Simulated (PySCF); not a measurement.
**C2H6Cd, SMILES `C[Cd]C`: what the electrons do**

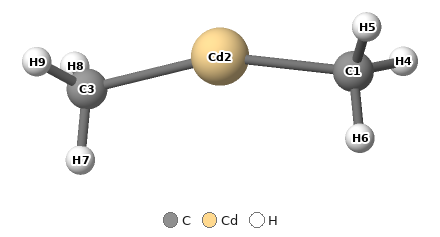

The molecule, with its atoms numbered as below. No frequency check shows the geometry to be a minimum.

Geometry (Å), atoms numbered from 1:

```
C1      -2.1820   -0.2591   -0.0002
Cd2     -0.0000    0.1079   -0.0000
C3       2.1821   -0.2591    0.0002
H4      -2.6390    0.0127    0.9512
H5      -2.7031    0.2817   -0.7890
H6      -2.3435   -1.3283   -0.1595
H7       2.3413   -1.3345    0.1142
H8       2.6944    0.2462    0.8179
H9       2.6496    0.0541   -0.9330
```

## 1. Bonding charge

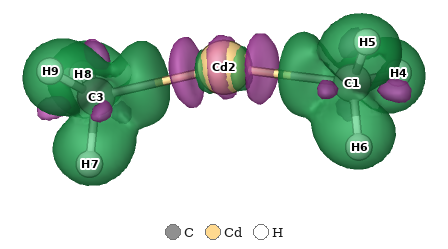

Deformation density (molecule less spherical, spin-averaged free atoms at the same positions), surfaces at ±0.05 e/Å³; green: gain, purple: loss.

Method: B3LYP/def2-TZVP; geometry: GFN2-xTB; program: PySCF. Core potentials replace the inner electrons of Cd; spin–orbit coupling isn't included.

**Describe the bonding that the map shows.**

C1–H5 and C3–H8: +0.69 e/Å³ at the bond critical point (bond length 1.09 Å, Mayer order 1.0). C3–H9 and C1–H4: +0.68 e/Å³ at the bond critical point (bond length 1.09 Å, Mayer order 1.0). C1–H6 and C3–H7: +0.67 e/Å³ at the bond critical point (bond length 1.09 Å, Mayer order 1.0). C1–Cd2 and Cd2–C3: +0.11 e/Å³ at the bond critical point (bond length 2.21 Å, Mayer order 0.8). In all, 1.8 electrons gather in the regions of gain relative to the promolecule. A small or negative value marks a very polar bond, one between electron-rich atoms, whose free-atom densities already overlap strongly, a long bond to a heavier atom, or a closed-shell contact such as a hydrogen bond.

## 2. Bond critical points

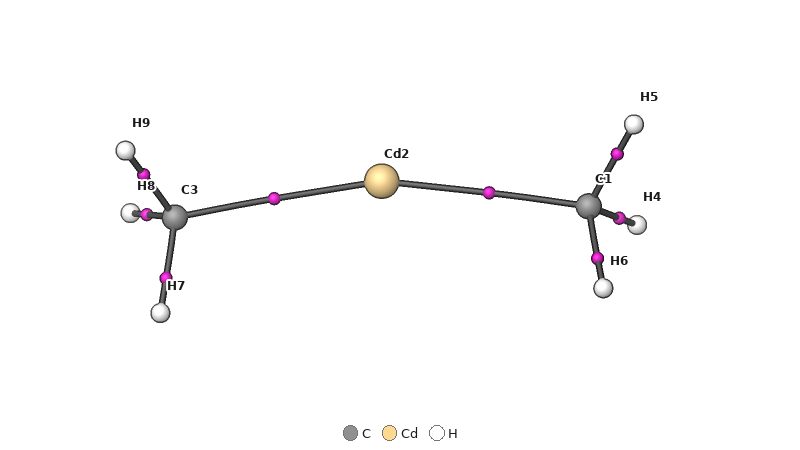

Molecular graph of the electron density (QTAIM): bond paths, bond critical points (magenta), ring points (cyan, if any); weak paths are dashed.

**How many critical points of each kind are there, and does the count close?**

9 nuclei, 8 bond, 0 ring and 0 cage critical points: 9 − 8 + 0 − 0 = 1, as the Poincaré–Hopf relation requires.

**Tabulate density, Laplacian, ellipticity and energy density at the bond critical points (atomic units).**

| bond | length (Å) | ρ (a.u.) | ∇²ρ (a.u.) | ε | H (a.u.) |
| --- | --- | --- | --- | --- | --- |
| C1–H5 (2 alike) | 1.089 | 0.275 | −0.92 | 0.02 | −0.276 |
| C3–H9 (2 alike) | 1.090 | 0.274 | −0.92 | 0.02 | −0.275 |
| C1–H6 (2 alike) | 1.093 | 0.272 | −0.90 | 0.02 | −0.271 |
| C1–Cd2 (2 alike) | 2.213 | 0.086 | +0.15 | 0.00 | −0.024 |

**What kind of interaction is C1–H6?**

Shared-shell (covalent): ρ = 0.272, ∇²ρ = −0.90, H = −0.271 a.u.

## 3. Local ionisation energy

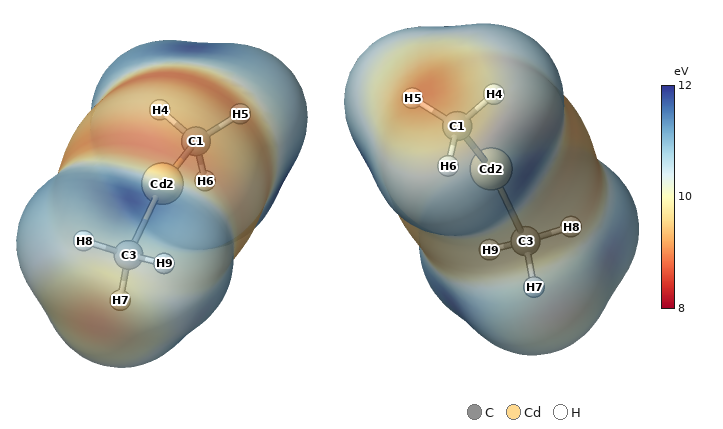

Average local ionisation energy on the surface of electron density 0.001 a.u. (back view left, front view right).

**Locate the minima of the map.**

The lowest value is 8.9 eV, off the Cd2–C3 bond (2.3 to 2.4 Å from its atoms). Further minima include 9.0 eV, near H9 (1.85 Å), H8 (1.95 Å), H7 (2.05 Å) and C3 (2.05 Å), and at like points elsewhere. For comparison, the highest occupied orbital lies at −6.5 eV.

**What volume does the surface enclose, and what is the dipole moment?**

About 108 Å³; the dipole moment is 0.5 D.

## 4. Excited states

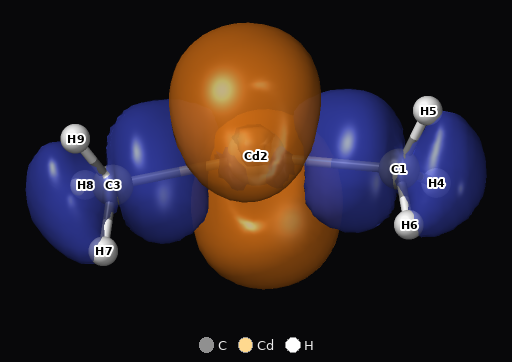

Unrelaxed difference density of S₂ less the ground state (TDA singlet states), ±0.015 e/Å³; orange: gain, blue: loss.

PySCF calculation, PBE0/def2-SVPD, gas phase; geometry: GFN2-xTB. Core potentials replace the inner electrons of Cd; spin–orbit coupling isn't included.

**How does the charge move on excitation?**

0.84 e is displaced in all, of which about 0.6 e passes between atoms: C1 and C3 (0.25 e each) lose electrons and Cd2 (0.58 e) gains them. The state: 5.28 eV (235 nm), f = 0.000 (dark), ligand-to-metal charge transfer; the leading pair carries 100 %; hole on C1 and C3 (30 % each) and Cd2 (21 %), electron on Cd2 (80 %); their centroids lie 0.3 Å apart.

## 5. In an electric field

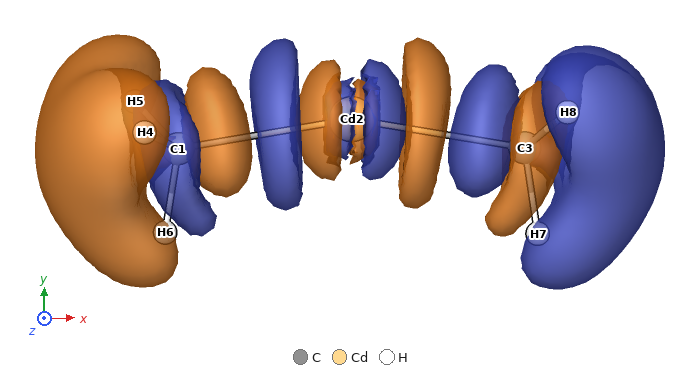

Change of the electron density in a uniform field of 0.26 V/Å, surfaces at ±0.0015 e/Å³ (orange: gain, blue: loss).

Computed with PySCF, ωB97X/def2-TZVP, geometry: GFN2-xTB. Core potentials replace the inner electrons of Cd; spin–orbit coupling isn't included. A basis without diffuse functions makes polarisabilities too small.

**Along which Cartesian direction does the field point?**

Along +x: electrons gather on the −x side, against the field.

**What dipole is induced, and what polarisability does it imply?**

The induced dipole is 1.09 D (along the field); α along this axis, from the fields in both directions, is 86 bohr³ (12.7 Å³).

**Which atoms gain and lose the most charge?**

Electrons gather most on C1 (Hirshfeld charge changes by −0.012 e) and leave C3 most (+0.013 e); 0.074 electrons are displaced in all.

## 6. Removing or adding an electron

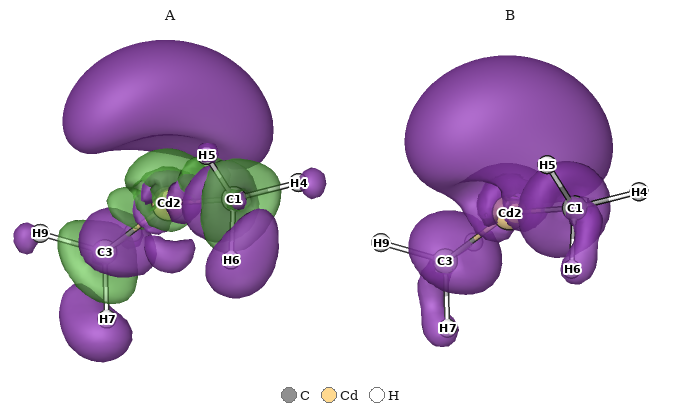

The Fukui function f⁺ from two separate SCF calculations and the density of the LUMO, at ±0.015 e/Å³ (purple positive, green negative).

PySCF calculation, B3LYP/def2-TZVP, gas phase; geometry: GFN2-xTB. Core potentials replace the inner electrons of Cd; spin–orbit coupling isn't included.

**Which panel is which, and how good is the frozen-orbital picture?**

A is f⁺ (it has negative regions), B the LUMO density. The LUMO lies on Cd2 (64 %) and C1 and C3 (11 % each); f⁺ (Hirshfeld-condensed) is largest on Cd2 (0.53); the vertical electron affinity is −0.80 eV (the stability of the anion's solution wasn't checked; negative, but this basis has no diffuse functions, so it doesn't show that the anion is unbound). Relaxation shifts 18 % of the electron between atoms. The orbital energy is −0.92 eV.

The PySCF runs shown took 16 s, 110 s, 36 s and 65 s on 1 thread of Intel(R) Xeon(R) Platinum 8259CL CPU @ 2.50GHz (Skylake/Cascade Lake), on a shared host.
